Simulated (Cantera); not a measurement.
Feed: 1 mol CH₃OH, 3.4 mol H₂O, 9.5 mol H₂, at 1 atm.

These are equilibrium values from Cantera (NASA tables, ideal gas, pure condensed phases), not measurements of a reactor. Candidate condensed phases: C, C₆H₆, C₇H₈, C₈H₁₈, H₂O; 110 gas species. Equilibrium is a limit: real reactors are often held back by kinetics, nucleation or transport.

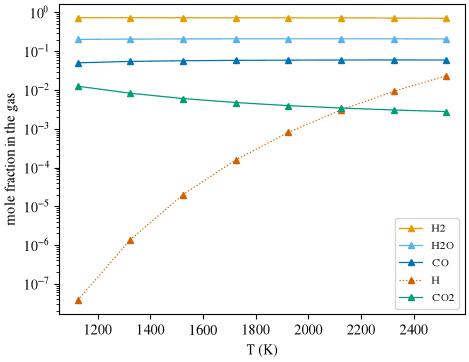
Figure. Equilibrium gas composition (values under 1e-9 drawn at 1e-9)

From 1125 K to 2525 K nothing is condensed. The main C-bearing gas is CO throughout.
